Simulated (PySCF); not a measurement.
SnH₂SF: geometry relaxation (part 1 of 2)

- system: SnH₂SF, multiplicity 2, SMILES [F][SnH][SH]
- method: HF/LANL08, UHF, core potentials lanl08 (PySCF 2.14.0)

The geometry: force field. Figures and captions count atoms from 1; the log counts them from 0 in places.

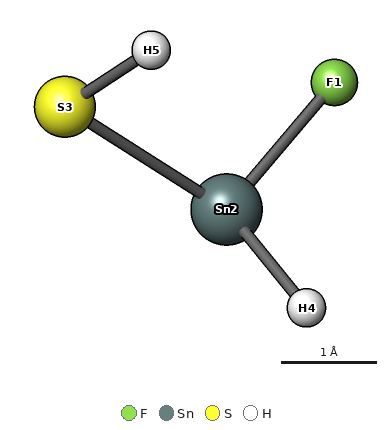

Figure 1. The structure as given in the input (ball-and-stick view, seen at a tilt; atoms are numbered from 1 in the order of the input). Sticks mark near contacts.

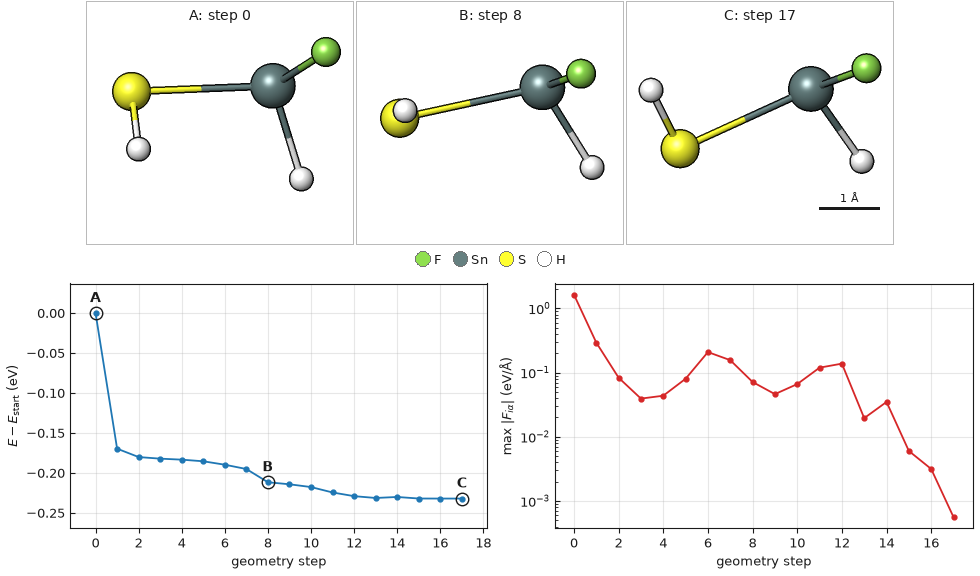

Figure 2. Frames of the relaxation (ball-and-stick view, seen at a tilt) above the curves, on which the letters mark them (steps are counted from 0).

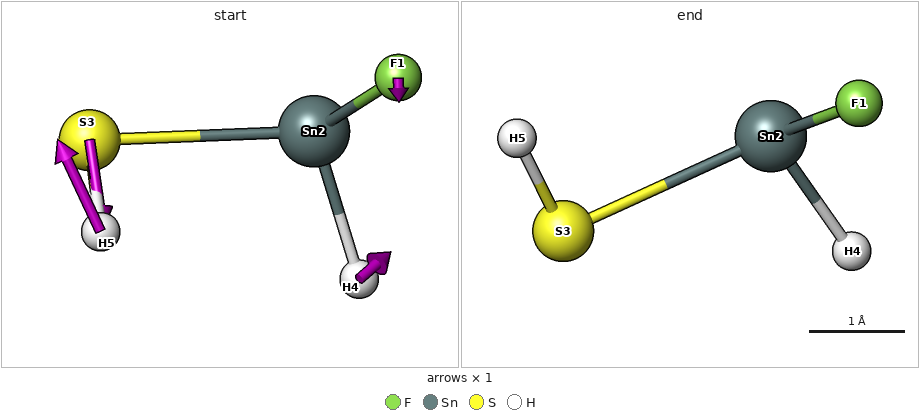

Figure 3. Before (left) and after (right) the relaxation, at one scale (ball-and-stick view, seen at a tilt). The pink arrows give the displacements, at true length. H5 moves most after the best rigid fit: 1.09 Å. Largest moves by element: H 1.09 Å, S 0.99 Å, F 0.27 Å, Sn 0.07 Å. Among the contacts that change: Sn2–S3 2.396 → 2.477 Å, F1–Sn2 1.926 → 1.864 Å, S3–H5 1.383 → 1.335 Å, Sn2–H4 1.704 → 1.691 Å. Among the angles that change: Sn2–S3–H5 93.5° → 99.6°, F1–Sn2–H4 112.9° → 107.0°. The energy falls by 0.232 eV in 17 geometry steps. The largest force component goes from 1.6 to 0.00056 eV/Å. (Atoms are counted from 1 in the order of the input.)

The input that produced these results follows, with the program's output.

**Input file (input.py)**
```python
from pyscf import gto
from pyscf import df
from pyscf.geomopt.geometric_solver import kernel as optimise

system = gto.M(
    atom=[
    ('F', (-0.969100, -0.478900, 1.794200)),
    ('Sn', (-0.315600, -0.924400, 0.038300)),
    ('S', (1.690700, 0.312300, -0.390700)),
    ('H', (-1.415800, -0.521100, -1.199500)),
    ('H', (1.059800, 1.538400, -0.283600)),
],
    basis={'default': 'lanl08', 'F': '6-311g**', 'H': '6-311g**'},
    verbose=3,
    ecp={'Sn': 'lanl08', 'S': 'lanl08'},
    spin=1,
    max_memory=1860,
    charge=0,
)

hf = system.UHF()
hf = hf.density_fit(auxbasis=df.aug_etb(system, beta=2.0))
hf.max_cycle = 100
converged, mol_eq = optimise(hf, maxsteps=100)
print('converged:', converged)
print(mol_eq.tostring())

hf.reset(mol_eq)
system = mol_eq
hf.kernel()
e_tot = hf.e_tot
print('Final energy', e_tot)
```

Run as:
```bash
OMP_NUM_THREADS=1 python input.py
```

**The program's output**
```
#|     Arguments passed to driver run_optimizer():      |#
customengine              <pyscf.geomopt.geometric_solver.PySCFEngine object>
maxiter                   100
----------------------------------------------------------
Custom engine selected.
Bonds will be generated from interatomic distances less than 1.20 times sum of covalent radii
15 internal coordinates being used (instead of 15 Cartesians)
Internal coordinate system (atoms numbered from 1):
Distance 1-2
Distance 2-3
Distance 2-4
Distance 3-5
Angle 1-2-3
Angle 1-2-4
Angle 3-2-4
Angle 2-3-5
Dihedral 1-2-3-5
Dihedral 4-2-3-5
Translation-X 1-5
Translation-Y 1-5
Translation-Z 1-5
Rotation-A 1-5
Rotation-B 1-5
Rotation-C 1-5
<class 'geometric.internal.Distance'> : 4
<class 'geometric.internal.Angle'> : 4
<class 'geometric.internal.Dihedral'> : 2
<class 'geometric.internal.TranslationX'> : 1
<class 'geometric.internal.TranslationY'> : 1
<class 'geometric.internal.TranslationZ'> : 1
<class 'geometric.internal.RotationA'> : 1
<class 'geometric.internal.RotationB'> : 1
<class 'geometric.internal.RotationC'> : 1
> ===== Optimization Info: ====
> Job type: Energy minimization
> Maximum number of optimization cycles: 100
> Initial / maximum trust radius (Angstrom): 0.100 / 0.300
> Convergence Criteria:
> Will converge when all 5 criteria are reached:
>  |Delta-E| < 1.00e-06
>  RMS-Grad  < 3.00e-04
>  Max-Grad  < 4.50e-04
>  RMS-Disp  < 1.20e-03
>  Max-Disp  < 1.80e-03
> === End Optimization Info ===

Geometry optimization cycle 1
Cartesian coordinates (Angstrom)
 Atom        New coordinates             dX        dY        dZ
   F  -0.969100  -0.478900   1.794200    0.000000  0.000000  0.000000
  Sn  -0.315600  -0.924400   0.038300    0.000000  0.000000  0.000000
   S   1.690700   0.312300  -0.390700    0.000000  0.000000  0.000000
   H  -1.415800  -0.521100  -1.199500    0.000000  0.000000  0.000000
   H   1.059800   1.538400  -0.283600    0.000000  0.000000  0.000000

WARN: Mole.unit (angstrom) is changed to Bohr

WARN: HOMO -0.185361783689103 >= LUMO -0.185361783689103

converged SCF energy = -113.792837341439  <S^2> = 0.75394124  2S+1 = 2.0039374
--------------- DFUHF_Scanner gradients ---------------
         x                y                z
0 F    -0.0061972304     0.0018432764     0.0258267766
1 Sn     0.0197071446     0.0134573462    -0.0188618933
2 S    -0.0007379460    -0.0318485843    -0.0018550132
3 H     0.0019228115    -0.0013143980    -0.0078416017
4 H    -0.0146947797     0.0178623596     0.0027317317
----------------------------------------------
cycle 1: E = -113.792837341  dE = -113.793  norm(grad) = 0.0571119
Step    0 : Gradient = 2.554e-02/3.191e-02 (rms/max) Energy = -113.7928373414
Hessian Eigenvalues: 2.30000e-02 5.00000e-02 5.00000e-02 ... 1.82700e-01 2.32569e-01 2.39647e-01

Geometry optimization cycle 2
Cartesian coordinates (Angstrom)
 Atom        New coordinates             dX        dY        dZ
   F  -0.998428  -0.470449   1.676788   -0.029328  0.008451 -0.117412
  Sn  -0.324112  -1.002649   0.038019   -0.008512 -0.078249 -0.000281
   S   1.707441   0.371778  -0.377057    0.016741  0.059478  0.013643
   H  -1.480567  -0.547352  -1.097155   -0.064767 -0.026252  0.102345
   H   1.145667   1.574972  -0.281895    0.085867  0.036572  0.001705
converged SCF energy = -113.799068353792  <S^2> = 0.75434149  2S+1 = 2.0043368
--------------- DFUHF_Scanner gradients ---------------
         x                y                z
0 F     0.0022070995    -0.0009200955    -0.0048592652
1 Sn    -0.0057005309    -0.0024713285     0.0046690474
2 S    -0.0014044220     0.0047883981    -0.0005447387
3 H     0.0034218230     0.0014045596     0.0012972557
4 H     0.0014760303    -0.0028015338    -0.0005622992
----------------------------------------------
cycle 2: E = -113.799068354  dE = -0.00623101  norm(grad) = 0.0118592
Step    1 : Displace = 9.898e-02/1.239e-01 (rms/max) Trust = 1.000e-01 (=) Grad = 5.304e-03/7.772e-03 (rms/max) E (change) = -113.7990683538 (-6.231e-03) Quality = 0.890
Hessian Eigenvalues: 2.30033e-02 5.00000e-02 5.00000e-02 ... 1.99298e-01 2.38483e-01 2.46917e-01

Geometry optimization cycle 3
Cartesian coordinates (Angstrom)
 Atom        New coordinates             dX        dY        dZ
   F  -1.001158  -0.471294   1.681865   -0.002729 -0.000845  0.005077
  Sn  -0.322461  -0.979417   0.024930    0.001651  0.023233 -0.013089
   S   1.722544   0.375468  -0.376703    0.015103  0.003690  0.000353
   H  -1.522271  -0.586430  -1.106652   -0.041704 -0.039078 -0.009497
   H   1.173346   1.587973  -0.264739    0.027679  0.013001  0.017156
converged SCF energy = -113.799453516242  <S^2> = 0.75454973  2S+1 = 2.0045446
--------------- DFUHF_Scanner gradients ---------------
         x                y                z
0 F     0.0003128133    -0.0005768115     0.0001713811
1 Sn    -0.0014869611    -0.0003045236     0.0016190322
2 S     0.0013485587     0.0013878296    -0.0003476681
3 H    -0.0000242788     0.0003268156    -0.0011251147
4 H    -0.0001501322    -0.0008333101    -0.0003176306
----------------------------------------------
cycle 3: E = -113.799453516  dE = -0.000385162  norm(grad) = 0.00338255
Step    2 : Displace = 3.338e-02/5.843e-02 (rms/max) Trust = 1.414e-01 (+) Grad = 1.513e-03/2.219e-03 (rms/max) E (change) = -113.7994535162 (-3.852e-04) Quality = 1.066
Hessian Eigenvalues: 2.20784e-02 5.00000e-02 5.00000e-02 ... 2.04521e-01 2.32282e-01 2.57754e-01

Geometry optimization cycle 4
Cartesian coordinates (Angstrom)
 Atom        New coordinates             dX        dY        dZ
   F  -0.999393  -0.459316   1.669761    0.001764  0.011978 -0.012104
  Sn  -0.318377  -0.979201   0.015519    0.004084  0.000215 -0.009411
   S   1.719785   0.374898  -0.382232   -0.002759 -0.000571 -0.005529
   H  -1.534659  -0.602687  -1.099630   -0.012388 -0.016256  0.007023
   H   1.182645   1.592607  -0.244718    0.009300  0.004634  0.020021
converged SCF energy = -113.799527187901  <S^2> = 0.75455935  2S+1 = 2.0045542
--------------- DFUHF_Scanner gradients ---------------
         x                y                z
0 F    -0.0001737559    -0.0002255117     0.0004738608
1 Sn    -0.0002430407     0.0001233319    -0.0002100674
2 S     0.0007653783    -0.0004081421     0.0000601495
3 H     0.0000954722     0.0000911802    -0.0000381717
4 H    -0.0004440540     0.0004191417    -0.0002857712
----------------------------------------------
cycle 4: E = -113.799527188  dE = -7.36717e-05  norm(grad) = 0.00128585
Step    3 : Displace = 1.680e-02/2.205e-02 (rms/max) Trust = 2.000e-01 (+) Grad = 5.751e-04/8.695e-04 (rms/max) E (change) = -113.7995271879 (-7.367e-05) Quality = 1.370
Hessian Eigenvalues: 1.32779e-02 5.00000e-02 5.00000e-02 ... 2.03948e-01 2.34149e-01 2.69654e-01

Geometry optimization cycle 5
Cartesian coordinates (Angstrom)
 Atom        New coordinates             dX        dY        dZ
   F  -0.993738  -0.439910   1.655674    0.005655  0.019406 -0.014086
  Sn  -0.315638  -0.980044   0.007004    0.002739 -0.000842 -0.008515
   S   1.714306   0.376482  -0.395118   -0.005478  0.001585 -0.012886
   H  -1.548774  -0.624845  -1.097197   -0.014115 -0.022158  0.002432
   H   1.193844   1.594616  -0.211663    0.011199  0.002010  0.033055
converged SCF energy = -113.799573069453  <S^2> = 0.75471937  2S+1 = 2.0047138
--------------- DFUHF_Scanner gradients ---------------
         x                y                z
0 F    -0.0002315671    -0.0001250542     0.0000793812
1 Sn     0.0008488189     0.0003394984    -0.0005684617
2 S    -0.0003118389    -0.0005155984     0.0005653662
3 H    -0.0002696998     0.0000833497     0.0003387807
4 H    -0.0000357131     0.0002178046    -0.0004150665
----------------------------------------------
cycle 5: E = -113.799573069  dE = -4.58816e-05  norm(grad) = 0.0015273
Step    4 : Displace = 2.366e-02/3.387e-02 (rms/max) Trust = 2.828e-01 (+) Grad = 6.830e-04/1.077e-03 (rms/max) E (change) = -113.7995730695 (-4.588e-05) Quality = 1.466
Hessian Eigenvalues: 4.30509e-03 5.00000e-02 5.00000e-02 ... 2.14102e-01 2.33121e-01 2.60005e-01

Geometry optimization cycle 6
Cartesian coordinates (Angstrom)
 Atom        New coordinates             dX        dY        dZ
   F  -0.981820  -0.400248   1.633081    0.011918  0.039662 -0.022593
  Sn  -0.314174  -0.981941  -0.005941    0.001464 -0.001897 -0.012945
   S   1.701919   0.381675  -0.428037   -0.012387  0.005193 -0.032919
   H  -1.567946  -0.665894  -1.097691   -0.019172 -0.041049 -0.000493
   H   1.212021   1.592707  -0.142712    0.018177 -0.001909  0.068950
converged SCF energy = -113.799648064527  <S^2> = 0.75509318  2S+1 = 2.0050867
--------------- DFUHF_Scanner gradients ---------------
         x                y                z
0 F    -0.0002776575     0.0000190511    -0.0001539462
1 Sn     0.0015583052     0.0004856530    -0.0013755982
2 S    -0.0012918012    -0.0008540844     0.0011403157
3 H    -0.0003100093    -0.0000026678     0.0009390724
4 H     0.0003211627     0.0003520480    -0.0005498437
----------------------------------------------
cycle 6: E = -113.799648065  dE = -7.49951e-05  norm(grad) = 0.00314062
Step    5 : Displace = 4.644e-02/6.904e-02 (rms/max) Trust = 3.000e-01 (+) Grad = 1.405e-03/2.135e-03 (rms/max) E (change) = -113.7996480645 (-7.500e-05) Quality = 1.690
Hessian Eigenvalues: 9.40644e-04 5.00000e-02 5.00000e-02 ... 2.25784e-01 2.53491e-01 3.08086e-01

Geometry optimization cycle 7
Cartesian coordinates (Angstrom)
 Atom        New coordinates             dX        dY        dZ
   F  -0.942571  -0.248482   1.541659    0.039249  0.151766 -0.091422
  Sn  -0.309325  -0.980169  -0.051016    0.004849  0.001771 -0.045075
   S   1.628601   0.444871  -0.567167   -0.073318  0.063196 -0.139129
   H  -1.633611  -0.829298  -1.094168   -0.065666 -0.163404  0.003523
   H   1.306906   1.539378   0.129391    0.094885 -0.053330  0.272103
converged SCF energy = -113.79980551105  <S^2> = 0.75719706  2S+1 = 2.0071842
--------------- DFUHF_Scanner gradients ---------------
         x                y                z
0 F    -0.0003002378     0.0003263651    -0.0012742265
1 Sn     0.0034500729     0.0010594495    -0.0039226499
2 S    -0.0040577075    -0.0020308349     0.0035099253
3 H    -0.0006529075    -0.0003169103     0.0026376733
4 H     0.0015607799     0.0009619306    -0.0009507221
----------------------------------------------
cycle 7: E = -113.799805511  dE = -0.000157447  norm(grad) = 0.00865396
Step    6 : Displace = 1.899e-01/2.835e-01 (rms/max) Trust = 3.000e-01 (=) Grad = 3.870e-03/5.737e-03 (rms/max) E (change) = -113.7998055111 (-1.574e-04) Quality = 0.886
Hessian Eigenvalues: 1.20534e-03 5.00000e-02 5.00000e-02 ... 2.23137e-01 2.53895e-01 3.62679e-01

Geometry optimization cycle 8
Cartesian coordinates (Angstrom)
 Atom        New coordinates             dX        dY        dZ
   F  -0.942661  -0.254792   1.553946   -0.000090 -0.006310  0.012287
  Sn  -0.311068  -0.982389  -0.041615   -0.001744 -0.002220  0.009401
   S   1.632742   0.439502  -0.566793    0.004142 -0.005369  0.000374
   H  -1.618685  -0.811600  -1.103365    0.014926  0.017698 -0.009198
   H   1.289672   1.535578   0.116527   -0.017234 -0.003799 -0.012864
converged SCF energy = -113.800003401836  <S^2> = 0.75708163  2S+1 = 2.0070691
--------------- DFUHF_Scanner gradients ---------------
         x                y                z
0 F    -0.0002540681     0.0002973494    -0.0007837555
1 Sn     0.0026332085     0.0005601661    -0.0029810332
2 S    -0.0030371871    -0.0013815461     0.0027300180
3 H    -0.0004234828    -0.0000626025     0.0019418394
4 H     0.0010815296     0.0005866331    -0.0009070688
----------------------------------------------
cycle 8: E = -113.800003402  dE = -0.000197891  norm(grad) = 0.0064636
Step    7 : Displace = 1.690e-02/2.430e-02 (rms/max) Trust = 3.000e-01 (=) Grad = 2.891e-03/4.311e-03 (rms/max) E (change) = -113.8000034018 (-1.979e-04) Quality = 1.665
Hessian Eigenvalues: 1.43332e-03 5.00000e-02 5.00000e-02 ... 2.04025e-01 2.29847e-01 2.59523e-01

Geometry optimization cycle 9
Cartesian coordinates (Angstrom)
 Atom        New coordinates             dX        dY        dZ
   F  -0.919979  -0.141277   1.513902    0.022682  0.113515 -0.040045
  Sn  -0.312531  -0.969200  -0.043751   -0.001463  0.013189 -0.002136
   S   1.513922   0.569457  -0.715698   -0.118820  0.129955 -0.148905
   H  -1.615133  -0.917712  -1.129956    0.003552 -0.106113 -0.026591
   H   1.383721   1.385033   0.334204    0.094049 -0.150546  0.217677
converged SCF energy = -113.800611564545  <S^2> = 0.7592027  2S+1 = 2.0091816
--------------- DFUHF_Scanner gradients ---------------
         x                y                z
0 F     0.0002540372     0.0007874809    -0.0003056194
1 Sn     0.0004536626    -0.0013893464    -0.0006458704
2 S    -0.0000516983     0.0005510619     0.0009398846
3 H    -0.0002714303     0.0004680485     0.0004473751
4 H    -0.0003845713    -0.0004172449    -0.0004357699
----------------------------------------------
cycle 9: E = -113.800611565  dE = -0.000608163  norm(grad) = 0.0023507
Step    8 : Displace = 1.776e-01/2.656e-01 (rms/max) Trust = 3.000e-01 (=) Grad = 1.051e-03/1.598e-03 (rms/max) E (change) = -113.8006115645 (-6.082e-04) Quality = 1.216
Hessian Eigenvalues: 1.20988e-03 5.00000e-02 5.00000e-02 ... 2.07185e-01 2.34157e-01 2.59668e-01

Geometry optimization cycle 10
Cartesian coordinates (Angstrom)
 Atom        New coordinates             dX        dY        dZ
   F  -0.928739  -0.133311   1.516502   -0.008760  0.007966  0.002600
  Sn  -0.317112  -0.953182  -0.043173   -0.004580  0.016017  0.000578
   S   1.469952   0.621652  -0.751581   -0.043970  0.052195 -0.035882
   H  -1.615076  -0.953277  -1.135472    0.000057 -0.035565 -0.005515
   H   1.440974   1.344419   0.372424    0.057253 -0.040614  0.038220
converged SCF energy = -113.800705602509  <S^2> = 0.75942767  2S+1 = 2.0094056
--------------- DFUHF_Scanner gradients ---------------
         x                y                z
0 F     0.0005965744     0.0005109134    -0.0001546987
1 Sn    -0.0007366921    -0.0007892270    -0.0001403574
2 S     0.0008985661     0.0007077001    -0.0000347270
3 H    -0.0000901680    -0.0000560823     0.0001629101
4 H    -0.0006682803    -0.0003733041     0.0001668731
```
